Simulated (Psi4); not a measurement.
# UHF/6-31G(d) (spherical functions, sweep point 8) run of CuF2 (SMILES [F][Cu][F])

Aim: the vertical electron affinity of CuF2 at UHF/6-31G* (spherical functions, sweep point 8), from 2 runs. Input form: a Python script.

Program for the calculation: Psi4 1.11.

2 further runs of the same task are left out: 2 set aside as unsound or not needed.

## 1. The molecule

CuF2 has 3 atoms, charge 0, and is taken as a doublet. As SMILES, `[F][Cu][F]`. The shape comes from GFN2-xTB, which is rough for such elements, and wasn't checked as a minimum.

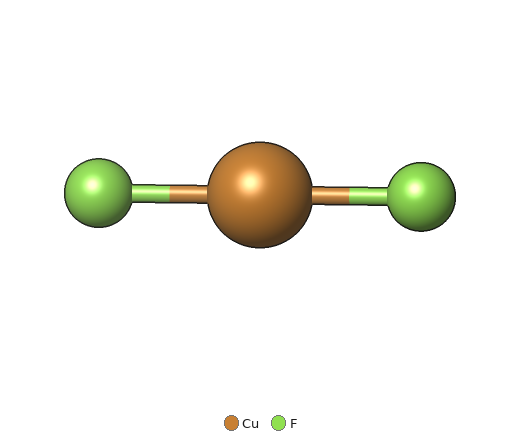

Viewed from a chosen angle; copper orange, fluorine green.

## 2. A single-point energy at UHF/6-31G(d) (spherical functions, sweep point 8)

cuf2.py

```python
import psi4

psi4.set_memory(1600000000)
psi4.set_num_threads(1)
psi4.set_output_file('output.dat', False)

molecule = psi4.geometry("""
0 2
Cu     0.00032125     0.00018897    -0.00039684
F     -0.03129386    -0.03858821     3.21278008
F      0.03097261     0.03839923    -3.21238323
units bohr
symmetry c1
""")

psi4.set_options({
    'reference': 'uhf',
    'puream': True,
    'scf_type': 'pk',
    'maxiter': 150,
})

e_tot, wfn = psi4.energy("scf/6-31G*", return_wfn=True)
print(f'scf/6-31G* energy: {e_tot:.10f} Eh')
for k, v in sorted(psi4.core.scalar_variables().items()):
    print(f'{k:45s} {v:18.10f}')
```

Run with:

```sh
$ python cuf2.py
```

output.dat, shortened:

```text
[...]
  Running in c1 symmetry.
[...]
  Nuclear repulsion =  175.072041537399684
[...]
  Multiplicity = 2
[...]
  Nalpha       = 24
  Nbeta        = 23
[...]
    Number of basis functions: 62
[...]
   @UHF iter   1: -1835.29185574874964   -1.48797e+00   4.65132e-02 DIIS/ADIIS
[...]
   @UHF iter  14: -1837.59274404834196   -1.23453e-08   7.34641e-07 DIIS
[...]
   @S^2 Observed:                7.517165394E-01
[...]
    Orbital Energies [Eh]
    ---------------------
    Alpha Occupied:
       1A   -329.065102     2A    -41.157956     3A    -35.971865
       4A    -35.966456     5A    -35.927609     6A    -26.217635
       7A    -26.217512     8A     -5.356373     9A     -3.698118
      10A     -3.695328    11A     -3.610311    12A     -1.499864
      13A     -1.487060    14A     -0.874908    15A     -0.820166
      16A     -0.792003    17A     -0.780389    18A     -0.769910
      19A     -0.589850    20A     -0.588815    21A     -0.585316
      22A     -0.565130    23A     -0.562779    24A     -0.553465
    Alpha Virtual:
      25A      0.058110    26A      0.081548    27A      0.084728
[...]
  @UHF Final Energy: -1837.59274404834196
   => Energetics <=
    Nuclear Repulsion Energy =            175.0720415373996843
    One-Electron Energy =               -2912.3365911530308949
    Two-Electron Energy =                 899.6718055672889705
    Total Energy =                      -1837.5927440483419559
  UHF NO Occupations:
  HONO-2 :   22  A 1.9998362
  HONO-1 :   23  A 1.9996262
[...]
 Multipole Moments:
 ------------------------------------------------------------------------------------
     Multipole            Electronic (a.u.)      Nuclear  (a.u.)        Total (a.u.)
 ------------------------------------------------------------------------------------
 L = 1.  Multiply by 2.5417464519 to convert [e a0] to [Debye]
 Dipole X            :         -0.0008708            0.0001707           -0.0007001
 Dipole Y            :         -0.0012495            0.0001818           -0.0010677
 Dipole Z            :         -0.0000160            0.0000000           -0.0000160
 Magnitude           :                                                    0.0012769
[...]
```

Standard output:

```text
scf/6-31G* energy: -1837.5927440483 Eh
CURRENT ENERGY                                  -1837.5927440483
CURRENT REFERENCE ENERGY                        -1837.5927440483
DD SOLVATION ENERGY                                 0.0000000000
HF KINETIC ENERGY                                1837.4141152366
HF POTENTIAL ENERGY                             -3675.0068592849
HF TOTAL ENERGY                                 -1837.5927440483
HF VIRIAL RATIO                                     2.0000972175
NUCLEAR REPULSION ENERGY                          175.0720415374
ONE-ELECTRON ENERGY                             -2912.3365911530
PCM POLARIZATION ENERGY                             0.0000000000
PE ENERGY                                           0.0000000000
SCF ITERATION ENERGY                            -1837.5927440483
SCF ITERATIONS                                     14.0000000000
SCF TOTAL ENERGY                                -1837.5927440483
TWO-ELECTRON ENERGY                               899.6718055673
```

Run time: 3.3 s. Hardware: 1 thread of Intel Xeon Platinum 8259CL at 2.50GHz (Skylake/Cascade Lake), shared host; peak memory 0.23 GiB.

## 3. The singlet anion at the same level

cuf2.py

```python
import psi4

psi4.set_memory('1600 MB')
psi4.set_num_threads(1)
psi4.core.set_output_file('run.log', False)

mol = psi4.geometry("""
-1 1
Cu     0.00032125     0.00018897    -0.00039684
F     -0.03129386    -0.03858821     3.21278008
F      0.03097261     0.03839923    -3.21238323
units au
symmetry c1
""")

psi4.set_options({
    'basis': '6-31G*',
    'puream': True,
    'scf_type': 'pk',
})

E = psi4.energy("scf", molecule=mol)
print('E =', round(E, 9))
for k, v in sorted(psi4.core.scalar_variables().items()):
    print(f'{k:45s} {v:18.10f}')
```

Run with:

```sh
$ python cuf2.py
```

run.log, shortened:

```text
[...]
  Running in c1 symmetry.
[...]
  Nuclear repulsion =  175.072041537399684
[...]
  Multiplicity = 1
[...]
  Nalpha       = 24
  Nbeta        = 24
[...]
    Number of basis functions: 62
[...]
   @RHF iter   1: -1835.51999258042315   -1.71611e+00   4.62203e-02 ADIIS/DIIS
[...]
   @RHF iter  11: -1837.57189514912511   -1.21442e-07   9.84366e-07 DIIS
[...]
    Orbital Energies [Eh]
    ---------------------
    Doubly Occupied:
       1A   -328.572368     2A    -40.640814     3A    -35.442889
       4A    -35.437087     5A    -35.437087     6A    -25.940338
       7A    -25.940251     8A     -4.817795     9A     -3.133198
      10A     -3.119943    11A     -3.119943    12A     -1.217247
      13A     -1.207866    14A     -0.372479    15A     -0.363262
      16A     -0.363262    17A     -0.313959    18A     -0.312702
      19A     -0.312702    20A     -0.268647    21A     -0.268647
      22A     -0.228963    23A     -0.228963    24A     -0.087238
[...]
  @RHF Final Energy: -1837.57189514912511
   => Energetics <=
    Nuclear Repulsion Energy =            175.0720415373996843
    One-Electron Energy =               -2930.9923580603895061
    Two-Electron Energy =                 918.3484213738644257
    Total Energy =                      -1837.5718951491253392
[...]
 Multipole Moments:
 ------------------------------------------------------------------------------------
     Multipole            Electronic (a.u.)      Nuclear  (a.u.)        Total (a.u.)
 ------------------------------------------------------------------------------------
 L = 1.  Multiply by 2.5417464519 to convert [e a0] to [Debye]
 Dipole X            :         -0.0003912            0.0001707           -0.0002204
 Dipole Y            :         -0.0011537            0.0001818           -0.0009719
 Dipole Z            :          0.0000000            0.0000000            0.0000000
 Magnitude           :                                                    0.0009966
[...]
```

Standard output:

```text
E = -1837.571895149
CURRENT ENERGY                                  -1837.5718951491
CURRENT REFERENCE ENERGY                        -1837.5718951491
DD SOLVATION ENERGY                                 0.0000000000
HF KINETIC ENERGY                                1837.9980861088
HF POTENTIAL ENERGY                             -3675.5699812579
HF TOTAL ENERGY                                 -1837.5718951491
HF VIRIAL RATIO                                     1.9997681222
NUCLEAR REPULSION ENERGY                          175.0720415374
ONE-ELECTRON ENERGY                             -2930.9923580604
PCM POLARIZATION ENERGY                             0.0000000000
PE ENERGY                                           0.0000000000
SCF ITERATION ENERGY                            -1837.5718951491
SCF ITERATIONS                                     11.0000000000
SCF TOTAL ENERGY                                -1837.5718951491
TWO-ELECTRON ENERGY                               918.3484213739
```

It took 2.9 s on 1 thread of Intel Xeon Platinum 8259CL at 2.50GHz (Skylake/Cascade Lake), shared host; peak memory 0.23 GiB.

## 4. Results

At UHF/6-31G* (spherical functions, sweep point 8):

| quantity | value |
| --- | --- |
| doublet CuF2: total energy | -1837.59274 Eh |
| doublet CuF2: dipole moment | 0.00 D |
| doublet CuF2: HOMO energy (highest over α and β) | -14.87 eV |
| doublet CuF2: LUMO energy (lowest over α and β) | 1.58 eV |
| doublet CuF2: ⟨S²⟩ | 0.752 |
| singlet anion: total energy | -1837.57190 Eh |
| singlet anion: HOMO energy | -2.37 eV |
| singlet anion: LUMO energy | 7.58 eV |
| singlet anion: HOMO–LUMO gap (to an unbound level, set by the basis) | 9.96 eV |
| vertical electron affinity (to the singlet anion) | -0.567 eV |

In words: The anion lies 0.57 eV (54.7 kJ/mol) above the neutral: the electron isn't bound at this level, and such a value depends on the basis. Without diffuse functions anions come out too high. Hartree–Fock misses the correlation that binds many anions.
